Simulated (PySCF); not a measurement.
# CH₉FSi₃ (SMILES C[Si](F)([SiH3])[SiH3]): what the fields show

```
atom    x (Å)    y (Å)    z (Å)
   C  -0.8690  -1.5255  -0.7402
  Si  -0.1584  -0.1466   0.3734
   F  -0.6901  -0.5914   1.8611
  Si  -1.2099   1.8792  -0.0644
  Si   2.1569  -0.3083   0.4924
   H  -0.4995  -2.5048  -0.4460
   H  -0.5964  -1.3712  -1.7802
   H  -1.9544  -1.5604  -0.6863
   H  -0.8133   2.9142   0.8950
   H  -0.8255   2.3631  -1.3953
   H  -2.6758   1.8309  -0.0458
   H   2.7176   0.6211   1.4777
   H   2.6642  -1.6403   0.8387
   H   2.7530   0.0396  -0.8022
```

Geometry: GFN2-xTB.

The calculation used PySCF 2.14.0, CAM-B3LYP/def2-SVPD, SCF density, gas phase.

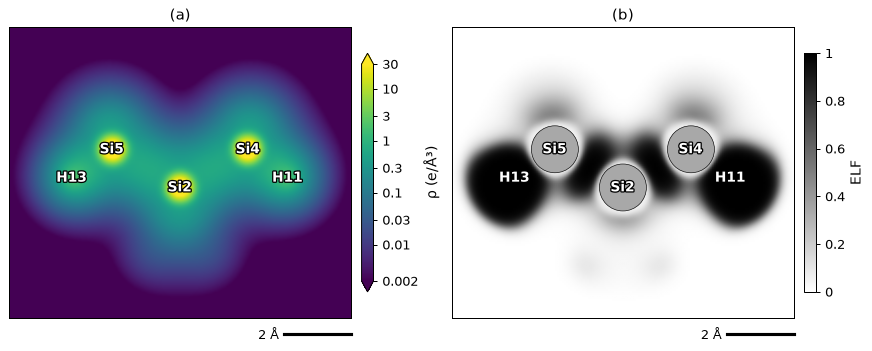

Figure 1. (a) electron density; (b) ELF on the plane of atoms Si4, Si2 and Si5. Grey discs cover the atomic cores in the ELF map.

### Read the bonding off the picture.

Atoms in the plane: Si and H. Si–Si (2.32 Å): ρ is about 0.69 e/Å³ halfway; the ELF peaks at about 1 between the atoms, as expected for a shared electron pair. Si–H (1.47 Å): ρ is about 0.78 e/Å³ halfway; the ELF climbs to about 1 towards the hydrogen, as it does in any bond to H.

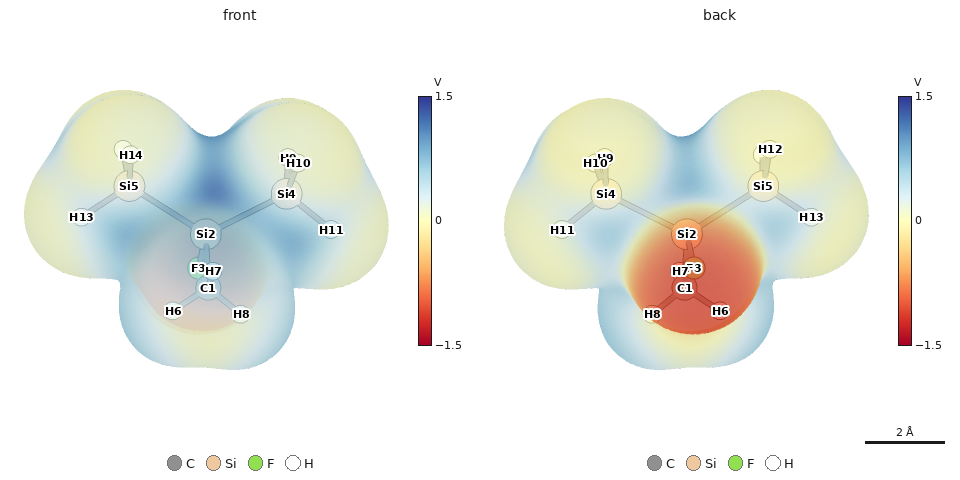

Figure 2. The molecular electrostatic potential painted on the density surface at 0.001 e/bohr³, seen from the front and from behind; red is negative and blue positive.

### Describe the electrostatic potential map.

The most negative region (about −1.1 V) lies over F3, the most positive (about +1.0 V) over Si2.

### What dipole moment does the calculation give?

Its dipole moment is 1.66 D.
